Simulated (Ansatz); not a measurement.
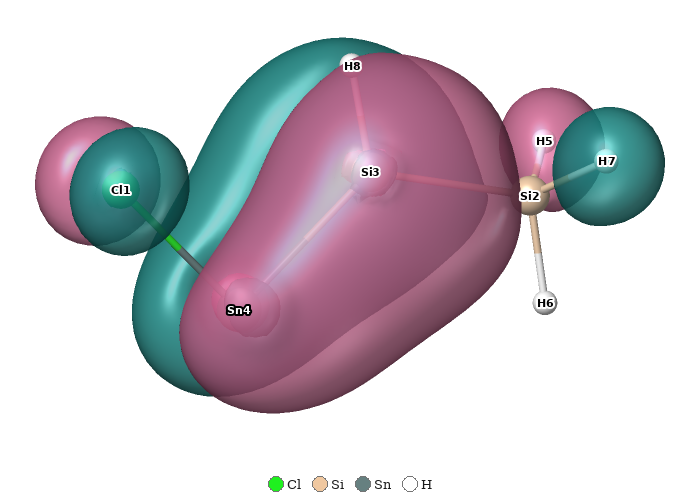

The picture shows: ClH$_{4}$Si$_{2}$Sn (SMILES [SiH3]/[SiH]=[Sn]/[Cl]) (doublet). One frontier orbital at ±0.05 Å⁻³ᐟ² (teal and pink are the two phases), seen at a tilt.

Geometry: B3LYP-D3(BJ)/def2-SVP; core potentials replace the inner electrons of Sn.

These are results of isolated molecule in a Gaussian basis; Kohn-Sham density functional theory, functional PBE0 in Ansatz 0.2.0, not measurements.

```xyz
8

Cl    1.4524   -4.5798   -2.1951
Si   -2.1922   -0.1740   -0.5529
Si   -0.6769   -1.9291   -0.9226
Sn   -0.1603   -3.0816   -3.2226
H    -3.2673   -0.5778    0.4035
H    -2.8259    0.1920   -1.8549
H    -1.5009    1.0318   -0.0035
H    -0.0062   -2.3364    0.3539
```

Which orbital is it: HOMO (α) or LUMO (α)?

The HOMO (α), at −6.21 eV. It lies mainly on Si3 (about 60 %) and Sn4 (about 25 %).
